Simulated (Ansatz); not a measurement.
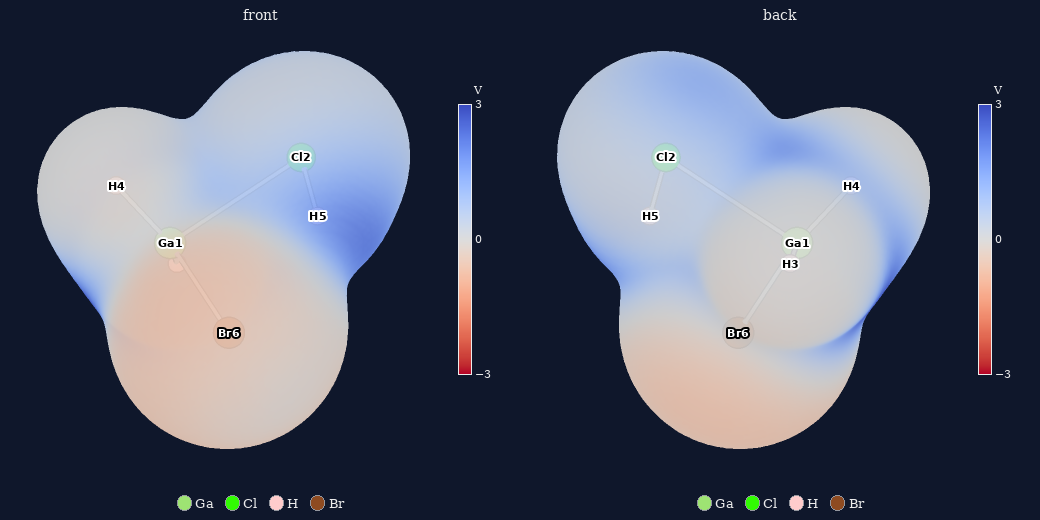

BrClGaH₃. The electrostatic potential painted on the density surface at 0.002 e/bohr³, seen from the front and from behind; red is negative and blue positive.

The product side of a reaction path; geometry: PBE0-D4/def2-TZVP.

Level of theory: RKS PBE0-D4/def2-TZVPP in Ansatz.

```yaml
atoms:
  - { symbol: Ga, position_ang: [-0.3025, -0.7751, 0.3617] }
  - { symbol: Cl, position_ang: [-0.5790, 1.7853, -0.5355] }
  - { symbol: H, position_ang: [-1.1847, -1.4551, -0.7228] }
  - { symbol: H, position_ang: [-0.5810, -0.4840, 1.8632] }
  - { symbol: H, position_ang: [0.6800, 1.5595, -0.7441] }
  - { symbol: Br, position_ang: [1.9672, -0.6305, -0.2225] }
```

Q: Where is the surface potential most negative and most positive?

A: The most negative region (about −0.6 V) lies over Br6, the most positive (about +2.5 V) over Ga1.
